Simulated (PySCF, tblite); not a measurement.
# C4H6N2: tautomers, NMR shifts, electronic excitations

Wanted: tautomers, NMR shifts, electronic excitations for C4H6N2 (`Cc1cc[nH]n1`).

Computed with tblite 0.8.0 and PySCF 2.14.0 and routines of our own; the level stands in each step. Atoms count from 0.

### Step 1. The system as given

12 atoms, charge 0, multiplicity 1; geometry from: start built from the parent or by distance geometry.

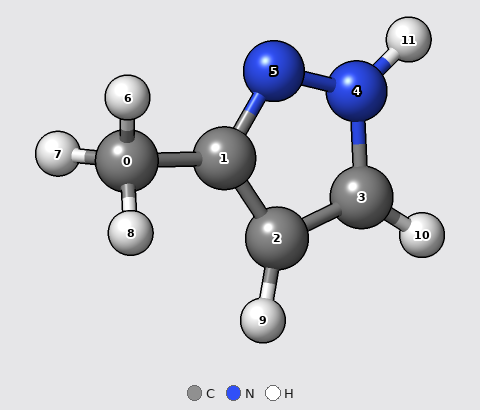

The starting geometry (carbon grey, nitrogen blue, hydrogen white).

### Step 2. Relaxing the molecule with GFN2-xTB

The job: settings as JSON, then the geometry in Å.

```
{"job": {"kind": "relax", "xc": "GFN2-xTB", "basis": "xTB"}, "charge": 0, "multiplicity": 1}
C      1.944500    -0.031500     0.132500
C      0.430700    -0.059700     0.098400
C     -0.375200     0.476100    -0.825900
C     -1.692700     0.190600    -0.422500
N     -1.633100    -0.528600     0.757800
N     -0.356900    -0.660300     1.031100
H      2.308600     0.058200     1.188200
H      2.381600    -0.922400    -0.321500
H      2.223300     0.897700    -0.370500
H     -0.138300     1.041400    -1.724000
H     -2.631900     0.431700    -0.887600
H     -2.458200    -0.894500     1.291800
```

Command:

```console
OMP_NUM_THREADS=1 python redox_run.py task.json out
```

This one command runs all jobs of the session in turn.

The log of the run:

```text
step      E/eV     max force
  0    -474.31758    3.926
  1    -474.64376    1.698
  2    -474.74053    1.092
  3    -474.79376    0.421
  4    -474.80696    0.320
  5    -474.81256    0.218
  6    -474.81741    0.187
  7    -474.82116    0.234
  8    -474.82436    0.183
  9    -474.82662    0.120
 10    -474.82775    0.118
 11    -474.82849    0.102
 12    -474.82916    0.084
 13    -474.82976    0.076
 14    -474.83025    0.064
 15    -474.83072    0.082
 16    -474.83128    0.080
 17    -474.83185    0.086
 18    -474.83228    0.064
 19    -474.83254    0.046
 20    -474.83270    0.039
 21    -474.83280    0.025
 22    -474.83285    0.019
 23    -474.83288    0.019
 24    -474.83290    0.016
 25    -474.83292    0.015
 26    -474.83294    0.012
 27    -474.83296    0.016
 28    -474.83297    0.017
 29    -474.83299    0.018
 30    -474.83303    0.028
 31    -474.83311    0.036
 32    -474.83322    0.036
 33    -474.83334    0.029
 34    -474.83344    0.033
 35    -474.83355    0.048
 36    -474.83371    0.059
 37    -474.83391    0.054
 38    -474.83410    0.037
 39    -474.83425    0.031
 40    -474.83440    0.041
 41    -474.83463    0.060
 42    -474.83499    0.067
 43    -474.83538    0.076
 44    -474.83427    0.185
 45    -474.83577    0.048
 46    -474.83595    0.045
 47    -474.83674    0.088
 48    -474.83716    0.071
 49    -474.83782    0.050
 50    -474.83833    0.044
 51    -474.83864    0.066
 52    -474.83895    0.050
 53    -474.83929    0.048
 54    -474.83952    0.041
 55    -474.83970    0.054
 56    -474.83989    0.040
 57    -474.84008    0.040
 58    -474.84022    0.044
 59    -474.84042    0.038
 60    -474.84063    0.031
 61    -474.84071    0.043
 62    -474.84078    0.018
 63    -474.84080    0.009
```

It took 0.19 s on 1 thread of Arm Neoverse V2, shared host.

Step by step: (not every step is listed)

```
step  energy from step 0 (eV)  largest force (eV/Å)
   0                   0.0000                3.9259
   1                  -0.3262                1.6980
   2                  -0.4229                1.0915
   3                  -0.4762                0.4207
   4                  -0.4894                0.3204
   5                  -0.4950                0.2185
   6                  -0.4998                0.1870
   7                  -0.5036                0.2343
   8                  -0.5068                0.1831
  13                  -0.5122                0.0764
  18                  -0.5147                0.0638
  23                  -0.5153                0.0186
  28                  -0.5154                0.0166
  33                  -0.5158                0.0291
  38                  -0.5165                0.0369
  43                  -0.5178                0.0761
  48                  -0.5196                0.0713
  53                  -0.5217                0.0479
  58                  -0.5226                0.0442
  59                  -0.5228                0.0383
  60                  -0.5230                0.0307
  61                  -0.5231                0.0430
  62                  -0.5232                0.0182
  63                  -0.5232                0.0092
```

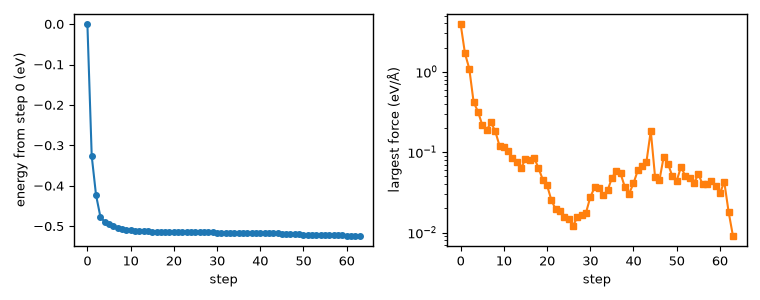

Energy and force, step by step.

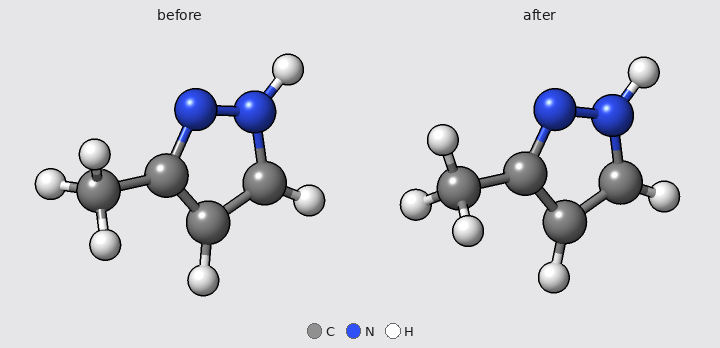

Before and after, at one scale.

Close pairs (by a distance rule), those that changed most:

| bond | before (Å) | after (Å) | change (Å) |
| --- | --- | --- | --- |
| C1–C2 | 1.338 | 1.410 | +0.072 |
| N4–H11 | 1.049 | 1.007 | -0.042 |
| C1–N5 | 1.361 | 1.321 | -0.039 |
| C2–C3 | 1.407 | 1.372 | -0.035 |
| C3–N4 | 1.383 | 1.349 | -0.034 |
| C0–H6 | 1.120 | 1.086 | -0.034 |
| C0–C1 | 1.514 | 1.487 | -0.028 |
| N4–N5 | 1.312 | 1.332 | +0.020 |

The end geometry stands in the next job.

### Step 3. Infrared spectrum with GFN2-xTB

The job: settings as JSON, then the geometry in Å.

```
{"job": {"kind": "ir", "xc": "GFN2-xTB", "basis": "xTB"}, "charge": 0, "multiplicity": 1}
C      1.898466    -0.004787     0.174654
C      0.413144    -0.043218     0.126256
C     -0.429977     0.398680    -0.914328
C     -1.703644     0.143751    -0.471538
N     -1.579055    -0.410927     0.751794
N     -0.305285    -0.528063     1.123257
H      2.238555    -0.385830     1.133138
H      2.319995    -0.615807    -0.622729
H      2.256625     1.015779     0.045258
H     -0.135801     0.837843    -1.845367
H     -2.660241     0.311015    -0.923822
H     -2.310385    -0.719810     1.371374
```

The log of the run:

```text
mode    cm-1     km/mol
  1      82.0      0.07
  2     264.7      6.44
  3     316.2      5.86
  4     533.3     30.65
  5     619.4     17.33
  6     652.6     28.68
  7     674.9      1.02
  8     791.5      7.29
  9     819.1      8.15
 10     890.4      0.81
 11     978.8      4.96
 12    1004.3     10.89
 13    1038.5     10.02
 14    1063.8     15.38
 15    1098.4     24.18
 16    1174.6     23.64
 17    1244.5     38.96
 18    1385.9     35.32
 19    1392.9      8.60
 20    1413.1      1.67
 21    1469.4     13.67
 22    1472.8      6.49
 23    1474.8      6.64
 24    1557.1     31.23
 25    3004.2     29.43
 26    3015.8     27.10
 27    3060.2     15.86
 28    3166.4     17.46
 29    3183.9     28.72
 30    3463.0     14.11
ZPE 253.048  H(298)-E 270.026  G(298)-E 177.688 kJ/mol  S 309.70 J/(mol K)
```

It took 0.2 s on 1 thread of Arm Neoverse V2, shared host.

Which atoms move in the most intense modes:

| cm⁻¹ | km/mol | atoms |
| --- | --- | --- |
| 533 | 30.6 | N4 44 %, H11 29 %, C3 13 % |
| 653 | 28.7 | N5 32 %, C1 28 %, H11 26 % |
| 1244 | 39.0 | N4 27 %, N5 19 %, H10 19 %, C3 11 % |
| 1386 | 35.3 | C1 28 %, C2 21 %, N5 19 %, C3 11 % |
| 1557 | 31.2 | C1 44 %, N5 17 %, C2 16 %, C3 14 % |
| 3004 | 29.4 | H7 55 %, H8 36 % |
| 3016 | 27.1 | H8 58 %, H7 38 % |
| 3184 | 28.7 | H9 76 %, H10 15 % |

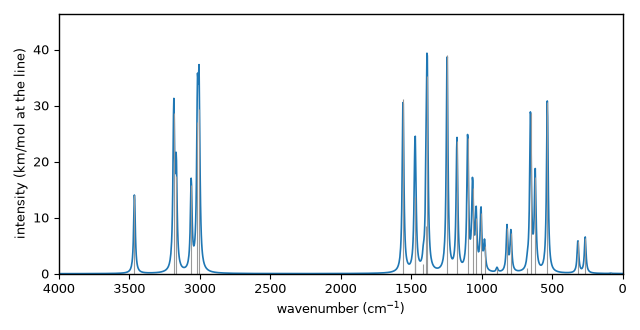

The infrared spectrum from these modes, unscaled. Lines are broadened to a width of 14 cm⁻¹ (Lorentzian).

### Step 4. Optimising the geometry at PBE0-D3(BJ)/def2-SVP

The job, as its differences from that of step 3:

```diff
@@ -1,2 +1,2 @@
-{"job": {"kind": "ir", "xc": "GFN2-xTB", "basis": "xTB"}, "charge": 0, "multiplicity": 1}
+{"job": {"xc": "PBE0", "basis": "def2-SVP", "d3": "d3bj", "grid": 1, "kind": "geom"}, "charge": 0, "multiplicity": 1}
 C      1.898466    -0.004787     0.174654
```

The log of the run:

```text
step   0  E = -265.03182023  max force = 0.012719
step   1  E = -265.03297666  max force = 0.002664
step   2  E = -265.03298982  max force = 0.000284
optimisation converged
```

Wall time 10 s (1 thread of Arm Neoverse V2, shared host); peak memory 0.47 GiB.

Relaxation path:

```csv
step,energy from step 0 (eV),largest force component (eV/Å)
0,0.0000,0.6540
1,-0.0315,0.1370
2,-0.0318,0.0146
```

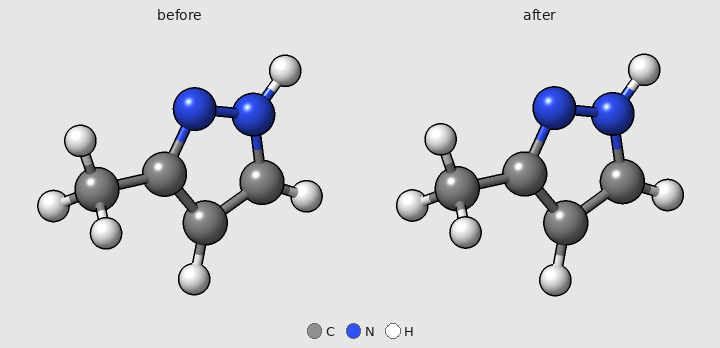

Before and after, at one scale.

Close pairs (by a distance rule), those that changed most:

```csv
bond,before (Å),after (Å),change (Å)
C3–H10,1.071,1.088,+0.017
C2–H9,1.071,1.088,+0.017
C0–H7,1.089,1.101,+0.012
C0–H6,1.086,1.098,+0.012
C0–H8,1.089,1.101,+0.012
C1–C2,1.410,1.419,+0.009
C2–C3,1.372,1.380,+0.007
C1–N5,1.321,1.328,+0.007
```

The end geometry stands in the next job.

| at the end point | value |
| --- | --- |
| rotational constants (GHz, main isotopes) | 8.994, 3.535, 2.579 |
| dipole moment (D) | 1.97 |

### Step 5. Harmonic vibrations (C₄H₆N₂): PBE0-D3(BJ)/def2-SVP

The job: settings as JSON, then the geometry in Å.

```
{"job": {"xc": "PBE0", "basis": "def2-SVP", "d3": "d3bj", "grid": 2, "kind": "hessian"}, "charge": 0, "multiplicity": 1}
C      1.899443     0.003530     0.185837
C      0.410752    -0.036201     0.121786
C     -0.438647     0.406873    -0.925528
C     -1.715806     0.136739    -0.478648
N     -1.571301    -0.422826     0.743838
N     -0.301619    -0.535912     1.125547
H      2.237711    -0.384898     1.155617
H      2.352560    -0.608239    -0.610179
H      2.280399     1.029952     0.068430
H     -0.153383     0.859081    -1.872525
H     -2.693375     0.298254    -0.928566
H     -2.303875    -0.742489     1.362614
```

The log of the run:

```text
coarse grid: 10192 points
cycle   1  E = -264.9612309467  dE =  1.008e+00  |g| = 3.817e-01  |ddm| = 3.819e+00
cycle   2  E = -264.9342733337  dE =  2.696e-02  |g| = 5.204e-01  |ddm| = 1.026e+00
cycle   3  E = -264.9994057235  dE = -6.513e-02  |g| = 1.003e-01  |ddm| = 5.974e-01
cycle   4  E = -265.0015826253  dE = -2.177e-03  |g| = 3.075e-02  |ddm| = 1.139e-01
cycle   5  E = -265.0017956080  dE = -2.130e-04  |g| = 8.460e-03  |ddm| = 3.240e-02
cycle   6  E = -265.0018075275  dE = -1.192e-05  |g| = 3.933e-03  |ddm| = 1.006e-02
cycle   7  E = -265.0018109368  dE = -3.409e-06  |g| = 9.799e-04  |ddm| = 4.606e-03
final grid: 99048 points
cycle   8  E = -265.0329932114  dE = -2.313e-05  |g| = 5.904e-03  |ddm| = 2.286e-02
cycle   9  E = -265.0329937640  dE = -5.526e-07  |g| = 5.882e-03  |ddm| = 1.202e-02
cycle  10  E = -265.0330024908  dE = -8.727e-06  |g| = 5.204e-04  |ddm| = 5.783e-03
cycle  11  E = -265.0330025378  dE = -4.701e-08  |g| = 2.284e-04  |ddm| = 6.713e-04
cycle  12  E = -265.0330025490  dE = -1.121e-08  |g| = 4.279e-05  |ddm| = 2.495e-04
cycle  13  E = -265.0330025494  dE = -3.372e-10  |g| = 2.296e-05  |ddm| = 6.244e-05
cycle  14  E = -265.0330025495  dE = -1.339e-10  |g| = 2.493e-06  |ddm| = 2.347e-05
cycle  15  E = -265.0330025495  dE = -1.023e-12  |g| = 1.852e-06  |ddm| = 4.231e-06
converged SCF energy = -265.0330025495

mode    cm-1
  1      90.9
  2     276.9
  3     348.6
  4     572.5
  5     661.3
  6     683.9
  7     708.6
  8     767.7
  9     875.2
 10     954.1
 11     976.0
 12    1017.6
 13    1049.3
 14    1067.2
 15    1128.9
 16    1256.2
 17    1308.5
 18    1389.5
 19    1433.9
 20    1453.7
 21    1474.8
 22    1512.7
 23    1531.8
 24    1621.4
 25    3059.0
 26    3140.1
 27    3180.3
 28    3274.8
 29    3293.0
 30    3697.1
ZPE 262.015  H(298)-E 278.514  G(298)-E 186.930 kJ/mol  S 307.17 J/(mol K)
```

Run time: 2.8 min. Hardware: 1 thread of Arm Neoverse V2, shared host; peak memory 1.6 GiB.

Zero-point energy 262.01 kJ/mol (xTB gave 253.05).

### Step 6. Single point (C4H6N2): wB97X-D3(BJ)/def2-TZVP

Geometry: PBE0-D3(BJ)/def2-SVP.

The job, as its differences from that of step 5:

```diff
@@ -1,2 +1,2 @@
-{"job": {"xc": "PBE0", "basis": "def2-SVP", "d3": "d3bj", "grid": 2, "kind": "hessian"}, "charge": 0, "multiplicity": 1}
+{"job": {"kind": "sp", "xc": "wB97X", "basis": "def2-TZVP", "d3": "d3bj", "grid": 2}, "charge": 0, "multiplicity": 1}
 C      1.899443     0.003530     0.185837
```

The log of the run:

```text
coarse grid: 10192 points
cycle   1  E = -265.7125572776  dE =  1.340e+00  |g| = 3.732e-01  |ddm| = 2.686e+00
cycle   2  E = -265.7292394048  dE = -1.668e-02  |g| = 3.329e-01  |ddm| = 5.558e-01
cycle   3  E = -265.7502960394  dE = -2.106e-02  |g| = 6.067e-02  |ddm| = 2.177e-01
cycle   4  E = -265.7511197900  dE = -8.238e-04  |g| = 1.742e-02  |ddm| = 9.210e-02
cycle   5  E = -265.7511973887  dE = -7.760e-05  |g| = 6.055e-03  |ddm| = 3.399e-02
cycle   6  E = -265.7512091651  dE = -1.178e-05  |g| = 1.679e-03  |ddm| = 1.442e-02
cycle   7  E = -265.7512105835  dE = -1.418e-06  |g| = 8.491e-04  |ddm| = 5.147e-03
final grid: 99048 points
cycle   8  E = -265.7308792620  dE = -4.483e-05  |g| = 2.770e-03  |ddm| = 4.610e-02
cycle   9  E = -265.7308804563  dE = -1.194e-06  |g| = 2.009e-03  |ddm| = 5.518e-03
cycle  10  E = -265.7308812287  dE = -7.723e-07  |g| = 4.474e-04  |ddm| = 1.344e-03
cycle  11  E = -265.7308812790  dE = -5.033e-08  |g| = 2.798e-04  |ddm| = 6.246e-04
cycle  12  E = -265.7308812992  dE = -2.024e-08  |g| = 4.856e-05  |ddm| = 2.324e-04
cycle  13  E = -265.7308813010  dE = -1.737e-09  |g| = 2.853e-05  |ddm| = 1.038e-04
converged SCF energy = -265.7308813010
```

Run time: 11 s. Hardware: 1 thread of Arm Neoverse V2, shared host; peak memory 0.72 GiB.

### Step 7. Single point (C₄H₆N₂): wB97X-D3(BJ)/def2-TZVP in cyclohexane

Geometry: PBE0-D3(BJ)/def2-SVP.

The job, as its differences from that of step 6:

```diff
@@ -1,2 +1,2 @@
-{"job": {"kind": "sp", "xc": "wB97X", "basis": "def2-TZVP", "d3": "d3bj", "grid": 2}, "charge": 0, "multiplicity": 1}
+{"job": {"kind": "sp", "xc": "wB97X", "basis": "def2-TZVP", "d3": "d3bj", "grid": 2, "solvent": "cyclohexane"}, "charge": 0, "multiplicity": 1}
 C      1.899443     0.003530     0.185837
```

The log of the run:

```text
final grid: 99048 points
cycle   1  E = -265.7352188056  dE = -2.098e-04  |g| = 1.317e-02  |ddm| = 9.791e-02
cycle   2  E = -265.7352277779  dE = -8.972e-06  |g| = 1.349e-02  |ddm| = 3.125e-02
cycle   3  E = -265.7352660448  dE = -3.827e-05  |g| = 1.543e-03  |ddm| = 8.623e-03
cycle   4  E = -265.7352669874  dE = -9.425e-07  |g| = 7.224e-04  |ddm| = 5.261e-03
cycle   5  E = -265.7352672391  dE = -2.517e-07  |g| = 2.414e-04  |ddm| = 2.983e-03
cycle   6  E = -265.7352672629  dE = -2.381e-08  |g| = 1.077e-04  |ddm| = 7.349e-04
cycle   7  E = -265.7352672685  dE = -5.606e-09  |g| = 4.059e-05  |ddm| = 2.755e-04
converged SCF energy = -265.7352672685
```

It took 9.5 s on 1 thread of Arm Neoverse V2, shared host; peak memory 0.81 GiB.

### Step 8. Geometry optimisation with GFN2-xTB

This step treats C4H6N2, `Cc1ccn[nH]1`.

The job: settings as JSON, then the geometry in Å.

```
{"job": {"kind": "relax", "xc": "GFN2-xTB", "basis": "xTB"}, "charge": 0, "multiplicity": 1}
C     -1.686700    -0.116700    -0.037100
C     -0.260200     0.137200    -0.029400
C      0.712000    -0.909000     0.014300
C      1.952900    -0.278000     0.012200
N      1.744200     1.025000     0.039500
N      0.434900     1.279600    -0.003800
H     -2.227800     0.552800     0.678300
H     -2.087000     0.080500    -1.040200
H     -1.941000    -1.173800     0.261100
H      0.487100    -1.979200     0.013700
H      2.880200    -0.855600     0.042800
H     -0.006200     2.236000    -0.003700
```

The log of the run:

```text
step      E/eV     max force
  0    -474.43442    3.261
  1    -474.65879    1.176
  2    -474.73170    0.880
  3    -474.78519    0.511
  4    -474.80336    0.465
  5    -474.81559    0.418
  6    -474.82752    0.363
  7    -474.83901    0.293
  8    -474.84384    0.185
  9    -474.84619    0.184
 10    -474.84882    0.190
 11    -474.85272    0.213
 12    -474.85673    0.194
 13    -474.85951    0.150
 14    -474.86156    0.145
 15    -474.86371    0.147
 16    -474.86581    0.137
 17    -474.86719    0.076
 18    -474.86784    0.050
 19    -474.86819    0.042
 20    -474.86842    0.037
 21    -474.86854    0.020
 22    -474.86858    0.013
 23    -474.86860    0.012
 24    -474.86862    0.009
```

Run time: 0.08 s. Hardware: 1 thread of Arm Neoverse V2, shared host.

Relaxation path:

| step | energy from step 0 (eV) | largest force (eV/Å) |
| --- | --- | --- |
| 0 | 0.0000 | 3.2610 |
| 1 | -0.2244 | 1.1759 |
| 2 | -0.2973 | 0.8801 |
| 3 | -0.3508 | 0.5106 |
| 4 | -0.3689 | 0.4648 |
| 5 | -0.3812 | 0.4176 |
| 6 | -0.3931 | 0.3627 |
| 7 | -0.4046 | 0.2935 |
| 8 | -0.4094 | 0.1847 |
| 9 | -0.4118 | 0.1845 |
| 10 | -0.4144 | 0.1900 |
| 11 | -0.4183 | 0.2130 |
| 12 | -0.4223 | 0.1945 |
| 13 | -0.4251 | 0.1499 |
| 14 | -0.4271 | 0.1446 |
| 15 | -0.4293 | 0.1467 |
| 16 | -0.4314 | 0.1366 |
| 17 | -0.4328 | 0.0764 |
| 18 | -0.4334 | 0.0495 |
| 19 | -0.4338 | 0.0417 |
| 20 | -0.4340 | 0.0368 |
| 21 | -0.4341 | 0.0201 |
| 22 | -0.4342 | 0.0135 |
| 23 | -0.4342 | 0.0116 |
| 24 | -0.4342 | 0.0091 |

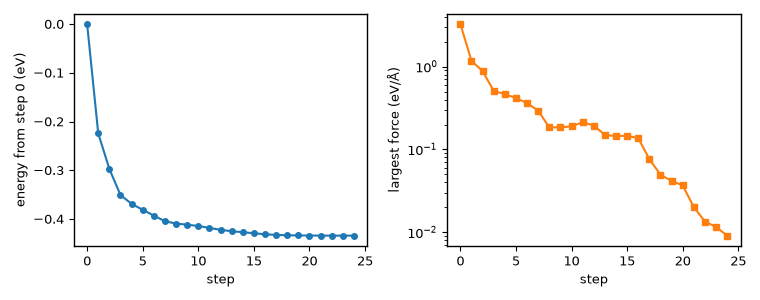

Energy and largest force along the relaxation.

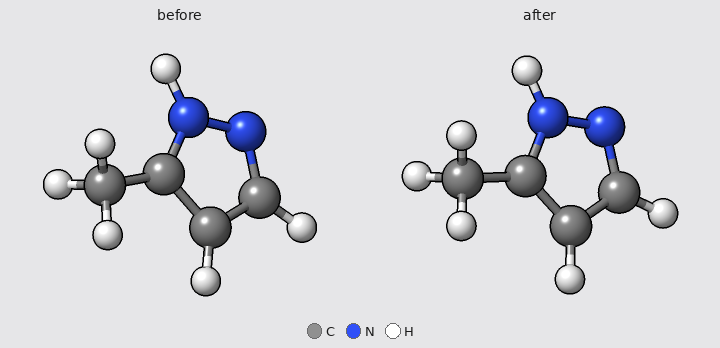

Before and after, at one scale.

Close pairs (by a distance rule), those that changed most:

```
  bond  before (Å)  after (Å)  change (Å)
 C1–C2       1.429      1.378      -0.051
N5–H11       1.053      1.007      -0.046
 C0–H8       1.127      1.087      -0.041
 C0–C1       1.449      1.485      +0.036
 C0–H6       1.119      1.089      -0.030
 C2–H9       1.094      1.070      -0.023
C3–H10       1.093      1.071      -0.022
 C1–N5       1.337      1.353      +0.016
```

The final coordinates are the input of the step that follows.

### Step 9. Harmonic vibrations with GFN2-xTB

The job: settings as JSON, then the geometry in Å.

```
{"job": {"kind": "ir", "xc": "GFN2-xTB", "basis": "xTB"}, "charge": 0, "multiplicity": 1}
C     -1.734358    -0.079708    -0.033192
C     -0.251734     0.002177    -0.001219
C      0.722340    -0.972126     0.013487
C      1.936921    -0.270718     0.026020
N      1.733336     1.030351     0.019672
N      0.409855     1.182461     0.002587
H     -2.174227     0.629215     0.667306
H     -2.110491     0.149049    -1.031375
H     -2.056542    -1.082982     0.231937
H      0.582343    -2.033372     0.016430
H      2.933622    -0.663474     0.040072
H      0.011331     2.107755    -0.003779
```

The log of the run:

```text
mode    cm-1     km/mol
  1      58.4      0.07
  2     251.2      0.13
  3     315.1      0.04
  4     557.2     23.40
  5     615.1      1.82
  6     657.3     50.00
  7     670.6      1.00
  8     813.1     12.28
  9     851.9      1.31
 10     898.9     19.82
 11     992.3      0.71
 12    1007.0      9.43
 13    1036.8      8.89
 14    1058.5      0.63
 15    1115.0     31.74
 16    1186.4     11.96
 17    1245.5     29.41
 18    1363.1      9.98
 19    1392.1     33.42
 20    1403.4      6.66
 21    1474.3      5.85
 22    1475.7     26.66
 23    1487.1     17.44
 24    1575.5     15.35
 25    2990.7     26.95
 26    3015.0     27.68
 27    3055.2     14.17
 28    3174.3     20.51
 29    3186.1     31.69
 30    3458.9      8.81
ZPE 253.498  H(298)-E 270.566  G(298)-E 177.968 kJ/mol  S 310.57 J/(mol K)
```

Wall time 0.2 s (1 thread of Arm Neoverse V2, shared host).

The strongest bands and the atoms that carry them (share of the mass-weighted mode):

```csv
cm⁻¹,km/mol,atoms
657,50.0,"H11 49 %, N4 26 %, C3 15 %"
1115,31.7,"H10 25 %, H11 24 %, N5 20 %"
1246,29.4,"C1 21 %, N5 19 %, N4 17 %, H11 12 %"
1392,33.4,"C1 26 %, N5 21 %, N4 19 %, C3 11 %"
1476,26.7,"H7 34 %, H6 16 %, C3 15 %, H8 13 %"
2991,26.9,H7 87 %
3015,27.7,H6 88 %
3186,31.7,"H9 66 %, H10 25 %"
```

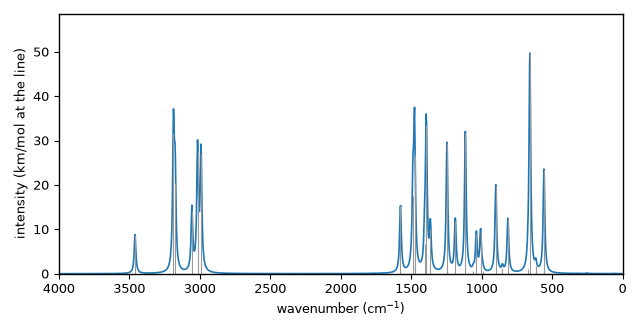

The infrared spectrum from these modes, unscaled. Lines are broadened to a width of 14 cm⁻¹ (Lorentzian).

[end of part 1 of 3]
